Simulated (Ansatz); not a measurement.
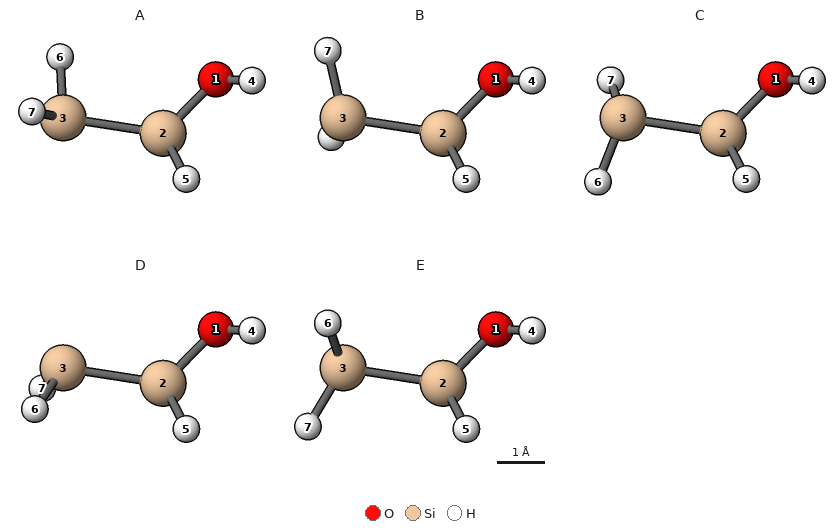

Frames of a one-coordinate scan of Si$_{2}$H$_{4}$O. A ball-and-stick model, seen at a tilt.

Level of theory: r2SCAN-D4 (def2-TZVPP, Ansatz), on geometries moved rigidly from the minimum at PBE0-D4/def2-TZVP. Energies are counted from the PBE0-D4/def2-TZVP minimum geometry at the same level.

Question: What is being scanned?

Answer: The O1–Si2–Si3–H6 dihedral angle is varied, with the rest of the molecule carried along rigidly. In the frames the dihedral is 14.8° (A), 94.8° (B), 160.5° (C), 214.8° (D), 294.8° (E). Their energies are 19.4 kcal/mol, 16.4 kcal/mol, 0.0 kcal/mol, 12.1 kcal/mol, 23.2 kcal/mol.
